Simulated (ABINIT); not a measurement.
## A GW chain in ABINIT: NaCl (Fm-3m)

How does a plane-wave GW calculation on NaCl (Fm-3m) run from the first input to the gap?

Main program and level: ABINIT 10.8.3; PBE and many-body steps on it, plane waves.

The database entry behind the starting cell differs from later determinations by our own check (an axis about 0.4 % short against later determinations), so it need not match the best structure at ambient conditions.

**1. The structure**

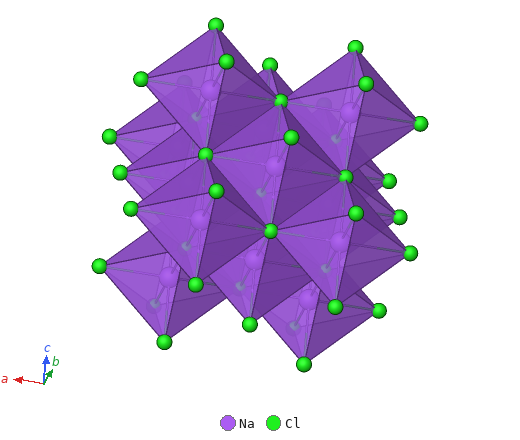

The starting structure, seen from a free direction (sodium purple, chlorine green). This picture shows the conventional cell, with its axes. Some periodic images of atoms are drawn too.

The cell and positions come from the Crystallography Open Database and are kept as given unless a step says otherwise.

**2. Ground state**

This step: ABINIT 10.8.3; DFT, PBE, plane waves, norm-conserving pseudopotentials.

The ground-state density comes first.

Contents of run.abi:

```
acell 3*1.0 Angstrom
rprim 
  0.000000000000 2.810000000000 2.810000000000
  2.810000000000 0.000000000000 2.810000000000
  2.810000000000 2.810000000000 0.000000000000
ntypat 2
znucl 11 17
natom 2
typat 1 2
xred 
  0.000000000000 0.000000000000 0.000000000000
  0.500000000000 0.500000000000 0.500000000000
pp_dirpath "pseudos"
pseudos "Na.upf, Cl.upf"
ecut 38
ngkpt 6 6 6
nshiftk 1
shiftk 0 0 0
kptopt 1
chksymbreak 0
nband 13
occopt 1
tolvrs 1e-10
nstep 60
prtwf 0
optforces 0
optstress 0
indata_prefix "in"
outdata_prefix "out"
tmpdata_prefix "tmp"
```

Run with:

```console
OMP_NUM_THREADS=1 mpirun -n 4 abinit run.abi > log
```

Numbers of over 12 decimals in the logs are rounded to 6 here.

Log:

```text
.Version 10.8.3 of ABINIT. v10.8.2 released Aug 2026.

 Symmetries : space group Fm -3 m (#225); Bravais cF (face-center cubic)
================================================================================
 Values of the parameters that define the memory need of the present run
     intxc =       0    ionmov =       0      iscf =       7    lmnmax =       6
     lnmax =       6     mgfft =      45  mpssoang =       3    mqgrid =    3001
     natom =       2  nloc_mem =       1    nspden =       1   nspinor =       1
    nsppol =       1      nsym =      48    n1xccc =    2501    ntypat =       2
    occopt =       1   xclevel =       2
-    mband =          13        mffmem =           1         mkmem =           4
       mpw =        3377          nfft =       91125          nkpt =          16
================================================================================
  Rough estimation (10% accuracy) of disk space for files :
================================================================================

--------------------------------------------------------------------------------
------------- Echo of variables that govern the present computation ------------
--------------------------------------------------------------------------------
 -outvars: echo values of preprocessed input variables --------
            acell      1.8897261259E+00  1.8897261259E+00  1.8897261259E+00 Bohr

      chksymbreak           0
             ecut      3.80000000E+01 Hartree
-          fftalg         312

              ixc     -101130
              kpt      0.00000000E+00  0.00000000E+00  0.00000000E+00
                       1.66666667E-01  0.00000000E+00  0.00000000E+00
                       3.33333333E-01  0.00000000E+00  0.00000000E+00
                       5.00000000E-01  0.00000000E+00  0.00000000E+00
                       1.66666667E-01  1.66666667E-01  0.00000000E+00
                       3.33333333E-01  1.66666667E-01  0.00000000E+00
                       5.00000000E-01  1.66666667E-01  0.00000000E+00
                      -3.33333333E-01  1.66666667E-01  0.00000000E+00
                      -1.66666667E-01  1.66666667E-01  0.00000000E+00
   [... 5 further rows ...]
                      -3.33333333E-01  3.33333333E-01  1.66666667E-01
                      -3.33333333E-01  5.00000000E-01  1.66666667E-01
         kptrlatt        6    0    0      0    6    0      0    0    6
          kptrlen      4.50579507E+01
P           mkmem           4
            natom           2
            nband          13
            ngfft          45      45      45
             nkpt          16
            nstep          60
             nsym          48
           ntypat           2
              occ      2.000000  2.000000  2.000000  2.000000  2.000000  2.000000
                       2.000000  2.000000  0.000000  0.000000  0.000000  0.000000
                       0.000000
        optforces           0
        optstress           0
            prtwf           0
            rprim      0.0000000000E+00  2.8100000000E+00  2.8100000000E+00
[...]
spgroup         225

           tolvrs      1.00000000E-10

             xred      0.0000000000E+00  0.0000000000E+00  0.0000000000E+00
[...]
znucl       11.00000   17.00000

================================================================================

 chkinp: Checking input parameters for consistency.

================================================================================
== DATASET  1 ==================================================================
-   mpi_nproc: 4, omp_nthreads: 1 (-1 if OMP is not activated)

--- !DatasetInfo
iteration_state: {dtset: 1, }
dimensions: {natom: 2, nkpt: 16, mband: 13, nsppol: 1, nspinor: 1, nspden: 1, mpw: 3377, }
cutoff_energies: {ecut:  38.0, pawecutdg:  -1.0, }
electrons: {nelect:   1.60000000E+01, charge:   0.00000000E+00, occopt:   1.00000000E+00, tsmear:   1.00000000E-02, }

 Real(R)+Recip(G) space primitive vectors, cartesian coordinates (Bohr,Bohr^-1):
 R(1)=  0.0000000  5.3101304  5.3101304  G(1)= -0.0941596  0.0941596  0.0941596
 R(2)=  5.3101304  0.0000000  5.3101304  G(2)=  0.0941596 -0.0941596  0.0941596
 R(3)=  5.3101304  5.3101304  0.0000000  G(3)=  0.0941596  0.0941596 -0.0941596
 Unit cell volume ucvol=  2.9946465E+02 bohr^3
 Angles (23,13,12)=  6.00000000E+01  6.00000000E+01  6.00000000E+01 degrees

 getcut: wavevector=  0.0000  0.0000  0.0000  ngfft=  45  45  45
         ecut(hartree)=     38.000   => boxcut(ratio)=   2.11142

--- Pseudopotential description ------------------------------------------------
- Na Generated using ONCVPSP code by D. R. Hamann
- 11.00000   9.00000  171031                  znucl, zion, pspdat
12 -101130 1 -1 1992                          pspcod,pspxc,lmax,lloc,mmax
     nproj     2     2     0
  pspatm : epsatm=    9.36084378
         --- l  ekb(1:nproj) -->
[...]
pspatm: atomic psp has been read  and splines computed

- Cl Generated using ONCVPSP code by D. R. Hamann
- 17.00000   7.00000  171031                  znucl, zion, pspdat
12 -101130 2 -1 1028                          pspcod,pspxc,lmax,lloc,mmax
     nproj     2     2     2
  pspatm : epsatm=    9.12776517
         --- l  ekb(1:nproj) -->
[...]
2   -2.938609   -0.805455
 pspatm: atomic psp has been read  and splines computed

   2.95817743E+02                                ecore*ucvol(ha*bohr**3)
--------------------------------------------------------------------------------

_setup2: Arith. and geom. avg. npw (full set) are    3353.282    3353.266

================================================================================

--- !BeginCycle
iteration_state: {dtset: 1, }
solver: {iscf: 7, nstep: 60, nline: 4, wfoptalg: 0, }
tolerances: {tolvrs: 1.00E-10, }

     iter   Etot(hartree)      deltaE(h)  residm     vres2
 ETOT  1  -62.210141125567    -6.221E+01 1.442E-01 1.103E+02
 ETOT  2  -62.245036518895    -3.490E-02 1.735E-03 9.286E+00
 ETOT  3  -62.246103774477    -1.067E-03 3.238E-04 4.789E-01
 ETOT  4  -62.246123365856    -1.959E-05 5.804E-05 4.443E-02
 ETOT  5  -62.246124953469    -1.588E-06 3.161E-05 2.052E-03
 ETOT  6  -62.246125381955    -4.285E-07 1.100E-05 3.957E-05
 ETOT  7  -62.246125384849    -2.894E-09 4.661E-05 3.905E-07
 ETOT  8  -62.246125384858    -8.711E-12 2.216E-05 1.135E-08
 ETOT  9  -62.246125384855     2.267E-12 7.450E-05 3.136E-11

 At SCF step    9       vres2   =  3.14E-11 < tolvrs=  1.00E-10 =>converged.

--- !ResultsGS
iteration_state: {dtset: 1, }
comment   : Summary of ground state results
lattice_vectors:
- [  0.0000000,   5.3101304,   5.3101304, ]
- [  5.3101304,   0.0000000,   5.3101304, ]
- [  5.3101304,   5.3101304,   0.0000000, ]
lattice_lengths: [   7.50966,    7.50966,    7.50966, ]
lattice_angles: [ 60.000,  60.000,  60.000, ] # degrees, (23, 13, 12)
lattice_volume:   2.9946465E+02
convergence: {deltae:  2.267E-12, res2:  3.136E-11, residm:  7.450E-05, diffor:  0.000E+00, }
etotal    :  -6.22461254E+01
entropy   :   0.00000000E+00
fermie    :  -1.97941144E-02
cartesian_stress_tensor: null
pressure_GPa: null
xred      :
- [  0.0000E+00,   0.0000E+00,   0.0000E+00, Na]
- [  5.0000E-01,   5.0000E-01,   5.0000E-01, Cl]
cartesian_forces: null
force_length_stats: {min: null, max: null, mean: null, }

 Integrated electronic density in atomic spheres:
 ------------------------------------------------
 Atom  Sphere_radius  Integrated_density
    1        2.00000          7.93502278
    2        2.00000          5.09664831
================================================================================

 ----iterations are completed or convergence reached----

 Mean square residual over all n,k,spin=   35.874E-08; max=  74.497E-06
 reduced coordinates (array xred) for    2 atoms
       0.000000000000      0.000000000000      0.000000000000
       0.500000000000      0.500000000000      0.500000000000
 rms dE/dt=  0.0000E+00; max dE/dt=  0.0000E+00; dE/dt below (all hartree)
    1       0.000000000000      0.000000000000      0.000000000000
    2       0.000000000000      0.000000000000      0.000000000000

 cartesian coordinates (angstrom) at end:
    1      0.000000     0.000000     0.000000
    2      2.810000     2.810000     2.810000
 length scales=  1.889726125908  1.889726125908  1.889726125908 bohr
              =  1.000000000000  1.000000000000  1.000000000000 angstroms
 prteigrs : about to open file out_EIG
 Fermi (or HOMO) energy (hartree) =  -0.01979   Average Vxc (hartree)=  -0.30314
 Eigenvalues (hartree) for nkpt=  16  k points:
 kpt#   1, nband= 13, wtk=  0.00463, kpt=  0.0000  0.0000  0.0000 (reduced coord)
  -1.81703   -0.78519   -0.78519   -0.78519   -0.48579   -0.01979   -0.01979   -0.01979
   0.16946    0.38673    0.38673    0.38673    0.46359
 prteigrs : prtvol=0 or 1, do not print more k-points.

--- !EnergyTerms
iteration_state     : {dtset: 1, }
comment             : Components of total free energy in Hartree
kinetic             :  3.34862313071809E+01
hartree             :  2.06310918540452E+01
xc                  : -1.14207246721135E+01
Ewald energy        : -3.45254426906187E+01
psp_core            :  9.87821926770297E-01
local_psp           : -5.87905077046436E+01
non_local_psp       : -1.26145954054759E+01
total_energy        : -6.22461253848553E+01
total_energy_eV     : -1.69380336016306E+03
band_energy         : -9.59497912475699E+00

== END DATASET(S) ==============================================================
================================================================================

 -outvars: echo values of variables after computation  --------
           etotal     -6.2246125385E+01
            nband          13
             nkpt          16
          spgroup         225
 [... the other variables as echoed above ...]

 Calculation completed.
```

It took 9.2 s on 4 MPI ranks of Arm Neoverse V1, shared host; peak memory 0.34 GiB.

Numbers from this step:

| Quantity | Value |
| --- | --- |
| total energy | -1693.8034 eV |
| gap | 5.150 eV |
| k of the valence top | 0, 0, 0 |
| k of the conduction bottom | 0, 0, 0 |
| least direct gap | 5.150 eV |

The gap is direct, at Γ.

**3. Bands along the symmetry lines**

Levels along a band path, at the cheap level, show where the edges lie and whether the meshes to come will hold them.

Contents of run.abi:

```
acell 3*1.0 Angstrom
rprim 
  0.000000000000 2.810000000000 2.810000000000
  2.810000000000 0.000000000000 2.810000000000
  2.810000000000 2.810000000000 0.000000000000
ntypat 2
znucl 11 17
natom 2
typat 1 2
xred 
  0.000000000000 0.000000000000 0.000000000000
  0.500000000000 0.500000000000 0.500000000000
pp_dirpath "pseudos"
pseudos "Na.upf, Cl.upf"
ecut 38
iscf -2
irdden 1
kptopt 0
nkpt 50
kpt 
  0.00000000 0.00000000 0.00000000
  0.06250000 0.00000000 0.06250000
  0.12500000 0.00000000 0.12500000
  0.18750000 0.00000000 0.18750000
  0.25000000 0.00000000 0.25000000
  0.31250000 0.00000000 0.31250000
  0.37500000 0.00000000 0.37500000
  0.43750000 0.00000000 0.43750000
  0.50000000 0.00000000 0.50000000
  0.51562500 0.03125000 0.51562500
  0.53125000 0.06250000 0.53125000
  0.54687500 0.09375000 0.54687500
  0.56250000 0.12500000 0.56250000
  0.57812500 0.15625000 0.57812500
  0.59375000 0.18750000 0.59375000
  0.60937500 0.21875000 0.60937500
  0.62500000 0.25000000 0.62500000
  0.37500000 0.37500000 0.75000000
  0.32812500 0.32812500 0.65625000
  0.28125000 0.28125000 0.56250000
  0.23437500 0.23437500 0.46875000
  0.18750000 0.18750000 0.37500000
  0.14062500 0.14062500 0.28125000
  0.09375000 0.09375000 0.18750000
  0.04687500 0.04687500 0.09375000
  0.00000000 0.00000000 0.00000000
  0.06250000 0.06250000 0.06250000
  0.12500000 0.12500000 0.12500000
  0.18750000 0.18750000 0.18750000
  0.25000000 0.25000000 0.25000000
  0.31250000 0.31250000 0.31250000
  0.37500000 0.37500000 0.37500000
  0.43750000 0.43750000 0.43750000
  0.50000000 0.50000000 0.50000000
  0.50000000 0.46875000 0.53125000
  0.50000000 0.43750000 0.56250000
  0.50000000 0.40625000 0.59375000
  0.50000000 0.37500000 0.62500000
  0.50000000 0.34375000 0.65625000
  0.50000000 0.31250000 0.68750000
  0.50000000 0.28125000 0.71875000
  0.50000000 0.25000000 0.75000000
  0.50000000 0.21875000 0.71875000
  0.50000000 0.18750000 0.68750000
  0.50000000 0.15625000 0.65625000
  0.50000000 0.12500000 0.62500000
  0.50000000 0.09375000 0.59375000
  0.50000000 0.06250000 0.56250000
  0.50000000 0.03125000 0.53125000
  0.50000000 0.00000000 0.50000000
istwfk *1
nband 15
nbdbuf 2
tolwfr 1e-08
nstep 40
prtwf 0
prtvol 0
indata_prefix "in"
outdata_prefix "out"
tmpdata_prefix "tmp"
```

Log:

```text
.Version 10.8.3 of ABINIT. v10.8.2 released Aug 2026.

 Symmetries : space group Fm -3 m (#225); Bravais cF (face-center cubic)
[... echo of the input left out ...]
== DATASET  1 ==================================================================
-   mpi_nproc: 4, omp_nthreads: 1 (-1 if OMP is not activated)

--- !DatasetInfo
iteration_state: {dtset: 1, }
dimensions: {natom: 2, nkpt: 50, mband: 15, nsppol: 1, nspinor: 1, nspden: 1, mpw: 3383, }
cutoff_energies: {ecut:  38.0, pawecutdg:  -1.0, }
electrons: {nelect:   1.60000000E+01, charge:   0.00000000E+00, occopt:   1.00000000E+00, tsmear:   1.00000000E-02, }

 Real(R)+Recip(G) space primitive vectors, cartesian coordinates (Bohr,Bohr^-1):
 R(1)=  0.0000000  5.3101304  5.3101304  G(1)= -0.0941596  0.0941596  0.0941596
 R(2)=  5.3101304  0.0000000  5.3101304  G(2)=  0.0941596 -0.0941596  0.0941596
 R(3)=  5.3101304  5.3101304  0.0000000  G(3)=  0.0941596  0.0941596 -0.0941596
 Unit cell volume ucvol=  2.9946465E+02 bohr^3
 Angles (23,13,12)=  6.00000000E+01  6.00000000E+01  6.00000000E+01 degrees

 getcut: wavevector=  0.0000  0.0000  0.0000  ngfft=  45  45  45
         ecut(hartree)=     38.000   => boxcut(ratio)=   2.11142

--- Pseudopotential description ------------------------------------------------
- Na Generated using ONCVPSP code by D. R. Hamann
- 11.00000   9.00000  171031                  znucl, zion, pspdat
12 -101130 1 -1 1992                          pspcod,pspxc,lmax,lloc,mmax
     nproj     2     2     0
  pspatm : epsatm=    9.36084378
         --- l  ekb(1:nproj) -->
             0    2.667291   -0.676599
             1   -6.743718   -2.407365
 pspatm: atomic psp has been read  and splines computed

- Cl Generated using ONCVPSP code by D. R. Hamann
- 17.00000   7.00000  171031                  znucl, zion, pspdat
12 -101130 2 -1 1028                          pspcod,pspxc,lmax,lloc,mmax
     nproj     2     2     2
  pspatm : epsatm=    9.12776517
         --- l  ekb(1:nproj) -->
             0    8.139296    0.698720
[...]
pspatm: atomic psp has been read  and splines computed

--------------------------------------------------------------------------------

================================================================================
 prteigrs : about to open file out_EIG
 Non-SCF case, kpt    1 (  0.00000  0.00000  0.00000), residuals and eigenvalues=
  2.58E-09  1.15E-09  3.77E-09  7.43E-09  2.51E-09  1.33E-09  6.31E-09  9.73E-09
  3.49E-09  2.08E-09  2.26E-09  7.12E-09  3.05E-09  6.99E-09  7.82E-09
 -1.8170E+00 -7.8519E-01 -7.8519E-01 -7.8519E-01 -4.8579E-01 -1.9794E-02
 -1.9794E-02 -1.9794E-02  1.6946E-01  3.8673E-01  3.8673E-01  3.8673E-01
[...]
Non-SCF case, kpt    2 (  0.06250  0.00000  0.06250), residuals and eigenvalues=
  3.04E-09  4.70E-09  1.48E-09  3.14E-09  3.80E-09  7.14E-09  3.57E-09  5.97E-09
[...]
8.37E-09  7.83E-09  2.01E-09  2.43E-09  5.74E-09  3.45E-09  1.93E-09  3.70E-09
  9.69E-09  1.43E-09  7.80E-09  7.66E-09  8.39E-09  2.32E-09  3.73E-06
[...]
Non-SCF case, kpt   49 (  0.50000  0.03125  0.53125), residuals and eigenvalues=
[...]
Non-SCF case, kpt   50 (  0.50000  0.00000  0.50000), residuals and eigenvalues=
[...]
-1.8170E+00 -7.8596E-01 -7.8550E-01 -7.8550E-01 -4.7135E-01 -8.1725E-02
 -4.2038E-02 -4.2038E-02  2.5761E-01  2.7614E-01  3.9902E-01  5.2701E-01
[...]
--- !ResultsGS
iteration_state: {dtset: 1, }
comment   : Summary of ground state results
lattice_vectors:
- [  0.0000000,   5.3101304,   5.3101304, ]
- [  5.3101304,   0.0000000,   5.3101304, ]
- [  5.3101304,   5.3101304,   0.0000000, ]
lattice_lengths: [   7.50966,    7.50966,    7.50966, ]
lattice_angles: [ 60.000,  60.000,  60.000, ] # degrees, (23, 13, 12)
lattice_volume:   2.9946465E+02
convergence: {deltae:  0.000E+00, res2:  0.000E+00, residm:  9.952E-09, diffor:  0.000E+00, }
etotal    :  -6.22461254E+01
entropy   :   0.00000000E+00
fermie    :  -1.97941144E-02
cartesian_stress_tensor: null
pressure_GPa: null
xred      :
- [  0.0000E+00,   0.0000E+00,   0.0000E+00, Na]
- [  5.0000E-01,   5.0000E-01,   5.0000E-01, Cl]
cartesian_forces: null
force_length_stats: {min: null, max: null, mean: null, }

 Integrated electronic density in atomic spheres:
 ------------------------------------------------
 Atom  Sphere_radius  Integrated_density
[...]
================================================================================

 ----iterations are completed or convergence reached----

 Mean square residual over all n,k,spin=   45.837E-10; max=  99.517E-10
 reduced coordinates (array xred) for    2 atoms
       0.000000000000      0.000000000000      0.000000000000
       0.500000000000      0.500000000000      0.500000000000

 cartesian coordinates (angstrom) at end:
    1      0.000000     0.000000     0.000000
    2      2.810000     2.810000     2.810000
 length scales=  1.889726125908  1.889726125908  1.889726125908 bohr
              =  1.000000000000  1.000000000000  1.000000000000 angstroms
 prteigrs : about to open file out_EIG
 Eigenvalues (hartree) for nkpt=  50  k points:
 kpt#   1, nband= 15, wtk=  1.00000, kpt=  0.0000  0.0000  0.0000 (reduced coord)
[...]
kpt#   2, nband= 15, wtk=  1.00000, kpt=  0.0625  0.0000  0.0625 (reduced coord)
[...]
kpt#   3, nband= 15, wtk=  1.00000, kpt=  0.1250  0.0000  0.1250 (reduced coord)
[...]
kpt#  49, nband= 15, wtk=  1.00000, kpt=  0.5000  0.0313  0.5313 (reduced coord)
  -1.81699   -0.78595   -0.78551   -0.78551   -0.47133   -0.08141   -0.04252   -0.04227
   0.25891    0.27732    0.39778    0.51051    0.52752    0.54647    0.59143
 kpt#  50, nband= 15, wtk=  1.00000, kpt=  0.5000  0.0000  0.5000 (reduced coord)
  -1.81699   -0.78596   -0.78550   -0.78550   -0.47135   -0.08172   -0.04204   -0.04204
   0.25761    0.27614    0.39902    0.52701    0.52701    0.53315    0.59152

== END DATASET(S) ==============================================================
================================================================================

 -outvars: echo values of variables after computation  --------
            nband          15
             nkpt          50
          spgroup         225
 [... the other variables as echoed above ...]

 Calculation completed.
```

Elapsed: 13 s, on 4 MPI ranks; peak memory 0.29 GiB.

This step gave:

| Property | Result |
| --- | --- |
| gap | 5.150 eV |
| k of the valence top | 0, 0, 0 |
| k of the conduction bottom | 0, 0, 0 |
| least direct gap | 5.150 eV |

The gap is 5.150 eV, as in the run before at this level.

The electronic bands at the labelled points (eV, zero at the top of the highest filled band; v1 is the highest filled band, c1 the lowest empty one):

```
    point      v4     v3     v2     v1    c1     c2     c3     c4
        Γ  -12.68   0.00   0.00   0.00  5.15  11.06  11.06  11.06
        X  -12.29  -1.69  -0.61  -0.61  7.55   8.05  11.40  14.88
        U  -12.28  -1.43  -1.13  -0.50  8.24   9.04  10.59  12.74
jump to K  -12.28  -1.43  -1.13  -0.50  8.24   9.04  10.59  12.74
        Γ  -12.68   0.00   0.00   0.00  5.15  11.06  11.06  11.06
        L  -12.34  -1.95  -0.27  -0.27  7.28  10.72  10.92  10.92
        W  -12.27  -1.20  -1.20  -0.76  8.84   9.71   9.71  11.37
        X  -12.29  -1.69  -0.61  -0.61  7.55   8.05  11.40  14.88
```

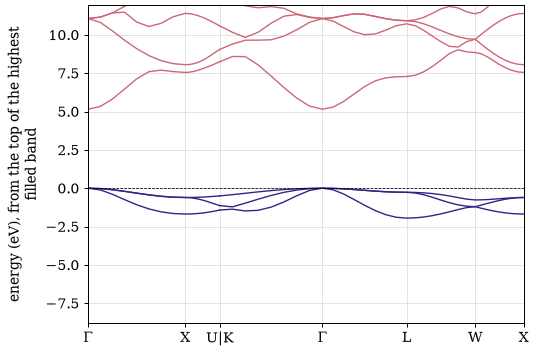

Electronic bands along the path; lines of filled and empty bands in two colours.

[end of part 1 of 2]

[Paths, hosts, dates, memory and timing lines, banners, echoed tables and standing remarks are left out of the program output.]

[Logs are printed without paths, hosts, clocks, repeated set-up lines and the standing remarks that a program may print on its own settings, such as how far it seeks lower states.]

[Runs of the session that timed out or met a known fault of the program may be left out.]

[Hosts, paths, dates, database ids (printed as entryN), source tags and the programs' standing remarks are cut or masked in the printed files.]

[G0W0 gaps are taken among the corrected bands and points alone; a level outside them can change the order at an edge.]

[Where Ansatz stands beside ABINIT at settings called matched, ABINIT's density can come from a denser mesh and the files from another edition; pairs whose starting gaps differed by over 0.03 eV were left out, so agreement reads better than it is.]
